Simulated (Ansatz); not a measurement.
# ClGeH₃O···H₂: what the fields show

The calculation's input:

```
crystal:
  periodic: [false, false, false]
  atoms:
    - { symbol: Ge, position_ang: [-0.141602, 0.135601, 0.058492] }
    - { symbol: O, position_ang: [-0.157018, 0.05315, 1.836473] }
    - { symbol: H, position_ang: [-1.056857, 0.147317, 2.193793] }
    - { symbol: H, position_ang: [1.339574, 0.075807, -0.360082] }
    - { symbol: H, position_ang: [-0.883688, 1.401532, -0.445182] }
    - { symbol: Cl, position_ang: [-1.24633, -1.549025, -0.786558] }
    - { symbol: H, position_ang: [1.117722, -2.167334, 0.905245] }
    - { symbol: H, position_ang: [1.026899, -1.792448, 1.51302] }
basis:
  gaussian: { orbitals: def2-SVP }
hamiltonian:
  xc: pbe
relax:
  f_tol: 0.03
  max_steps: 50
output:
  orbitals: {}
```

Command:

```sh
ansatz run input.yaml --threads 2 --pin off --max-ram 3072MiB --backend cpu --events-out ev --progress --plain --runs-dir out
```

The fields are those of the run's last geometry, not of the input's.

The calculation used RKS PBE/def2-SVP in Ansatz.

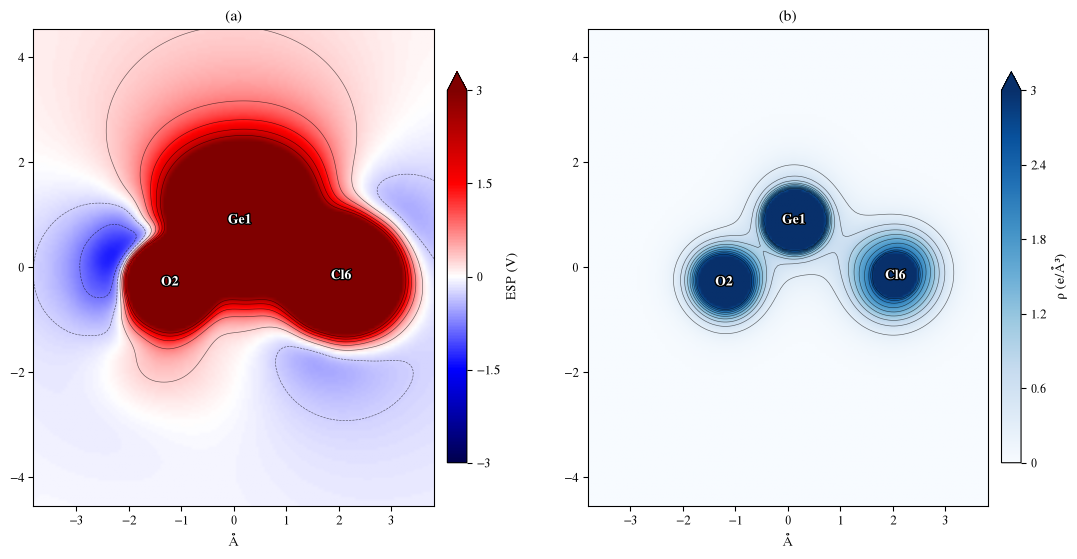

Figure 1. (a) electrostatic potential; (b) total electron density on the plane of atoms O2, Ge1 and Cl6.

### Interpret the plot.

- The plane passes through Ge, O and Cl nuclei.
- Ge–O (1.79 Å): ρ is about 0.93 e/Å³ halfway.
- Ge–Cl (2.18 Å): the density is about 0.69 e/Å³ at the midpoint.
- Outside the dense part of the complex the potential is most negative (−1.3 V) near O2.

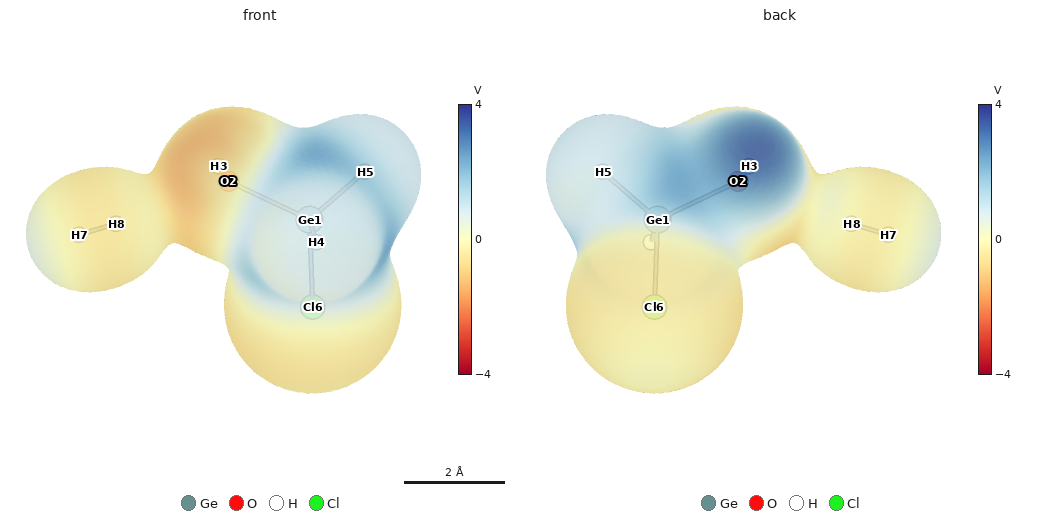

Figure 2. The electrostatic potential painted on the density surface at 0.004 e/bohr³, seen from the front and from behind; red is negative and blue positive.

### Where is the surface potential most negative and most positive?

The most negative region (about −1.3 V) lies over O2, the most positive (about +3.3 V) over H3. O2 is the likeliest acceptor of a hydrogen bond.

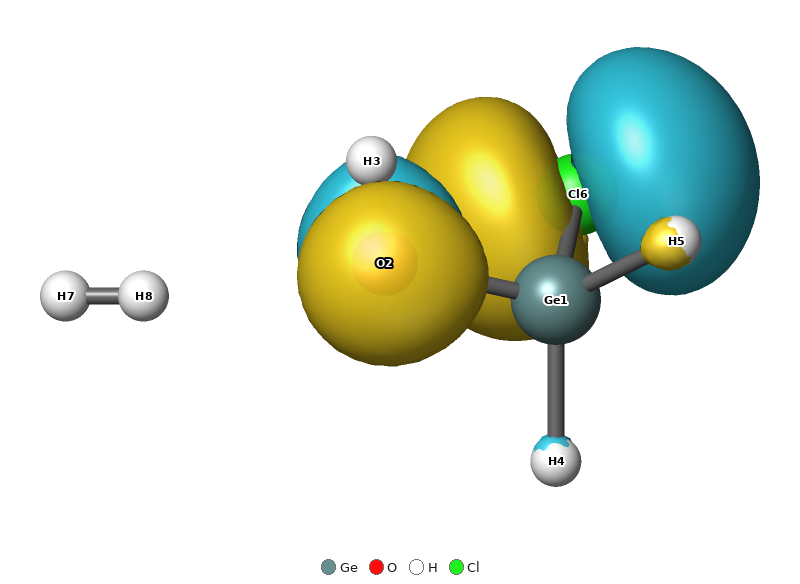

Figure 3. The HOMO−1 at ±0.1 Å⁻³ᐟ² (yellow and cyan are the two phases), seen from one side.

### Where does this orbital lie, and at what energy?

Its weight (Hirshfeld) is mainly on Cl6 (about 65 %) and O2 (about 25 %). Its energy is −7.35 eV.
